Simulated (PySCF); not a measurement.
**InCl (charge +1, doublet): density, localisation and related maps**

```xyz
2

In    0.0000    0.0000   -0.5464
Cl    0.0000    0.0000    1.7956
```

These are results of PySCF 2.14.0, PBE0/x2c-SVPall, spin-free X2C-1e, Gaussian nucleus, at a bond length of 2.342 Å, not measurements.

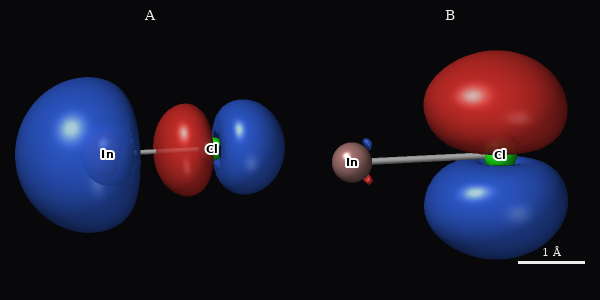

Figure 1. Two frontier α-spin orbitals, each drawn at the value that holds 80 % of its norm (blue and red are the two phases), in no order; of a degenerate pair one member is drawn.

> Name the orbitals and rank them from lowest to highest energy.

Orbital B: π, occupied in this spin, −15.06 eV; mainly on Cl (90 %).
Orbital A: σ, occupied in this spin, −14.68 eV; shared between the atoms (In 65 %, Cl 35 %).

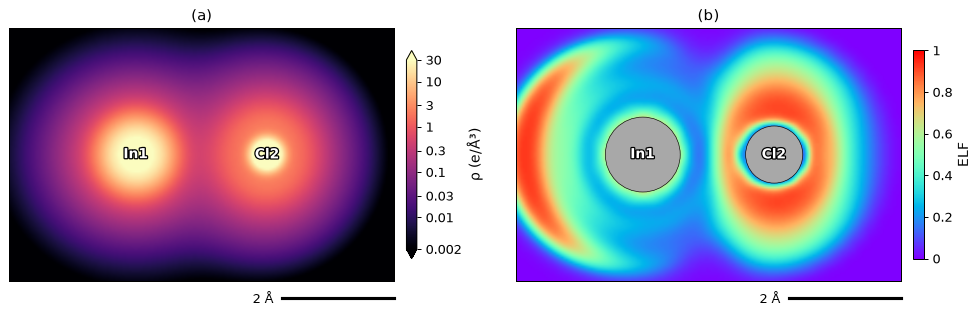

Figure 2. (a) total electron density; (b) ELF on a plane that holds the molecular axis. Grey discs cover the atomic cores in the ELF map.

> What do the fields say about this system?

The section cuts through In and Cl sites.
In–Cl (2.34 Å): ρ at the midpoint is about 0.5 e/Å³; the ELF peaks at about 0.75 in the valence shell of Cl, 0.8 Å from its nucleus, and drops to about 0.15 between the two atoms.
The ELF also peaks beside Cl2, away from the bonds: non-bonding electrons, paired or unpaired.

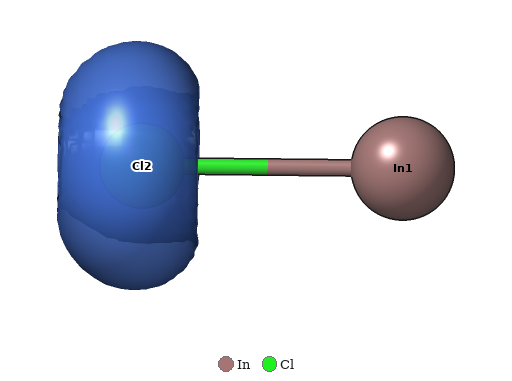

Figure 3. Isosurface of the electron localisation function at 0.85 (blue), seen from one side. Core shells and regions of very low density are left out.

> Describe the localisation domains.

The surface consists of one region wrapped around Cl (its valence shell).
